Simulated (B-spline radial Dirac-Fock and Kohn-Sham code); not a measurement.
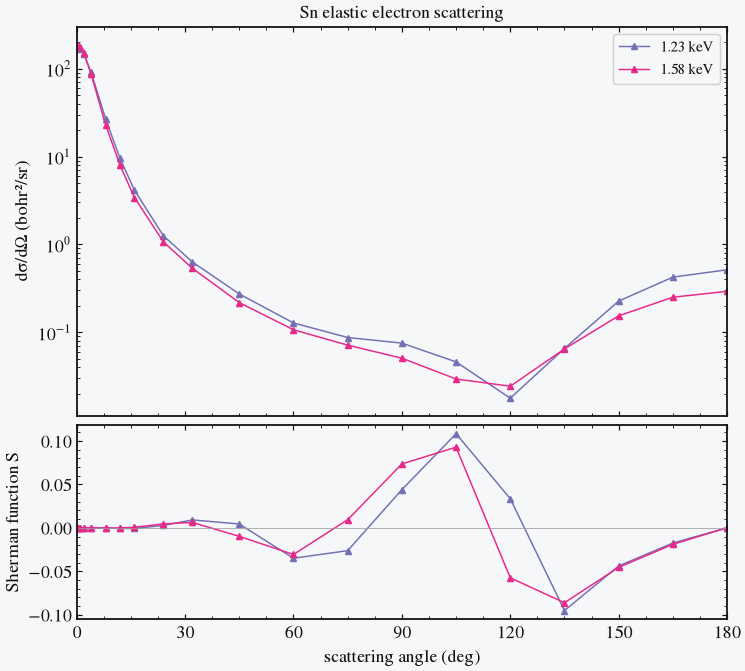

**Figure.** Differential cross section for elastic electron scattering and the Sherman function against angle at 1.23 keV and 1.58 keV, computed at the marked angles. The figure is for atomic Sn. Level of theory: Dirac partial waves in the static Dirac–Fock field with Furness–McCarthy exchange, no polarisation or absorption; calculated with a radial B-spline solver.

At 1.23 keV the cross section is 174 bohr²/sr at 0°, 0.075 at 90° and 0.51 at 180°, with a minimum near 120°; among the marked angles the Sherman function is largest in size at 105° (0.11), though it can peak far more sharply between them at a deep minimum; the integral is 8.60 bohr². At 1.58 keV the cross section is 188 bohr²/sr at 0°, 0.051 at 90° and 0.29 at 180°, with a minimum near 120°; among the marked angles the Sherman function is largest in size at 105° (0.093), though it can peak far more sharply between them at a deep minimum; the integral is 7.57 bohr².
